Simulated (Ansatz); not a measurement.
Pulling on the Ge1–H2 bond in CH4Ge (SMILES [CH3][GeH]) (multiplicity 1 held, fragments rigid). Energies count from the point at 1.605 Å.
Geometry at that point (charge 0, multiplicity 1):
```
atom    x (Å)    y (Å)    z (Å)
----  -------  -------  -------
Ge    -0.2642  -0.2022   0.3135
H     -1.2833  -0.5777  -0.8688
C      1.0068   0.7263  -0.9321
H      1.8767   1.1303  -0.4165
H      0.4830   1.5360  -1.4499
H      1.3361   0.0253  -1.7055
```

U- levels take the lowest unrestricted solution at each point, which mixes spins at long bonds. Active spaces are followed from a long bond inwards. Curves can end on different states.

Frozen-core correlation. Filled d and f shells under p-block atoms count as core.

Codes used: Ansatz (a first-principles code). Values without a source in brackets are computed.

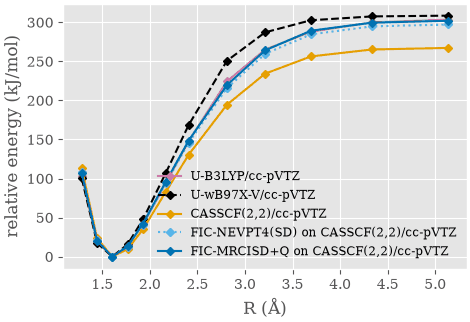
Fig. 1. Relative energy along the coordinate

Task: Read off the U-wB97X-V/cc-pVTZ curve at R = 2.408.

Result: about 170 kJ/mol

Doubts at one or more of the structures used: a spin-contaminated determinant (U-B3LYP/cc-pVTZ, U-wB97X-V/cc-pVTZ).
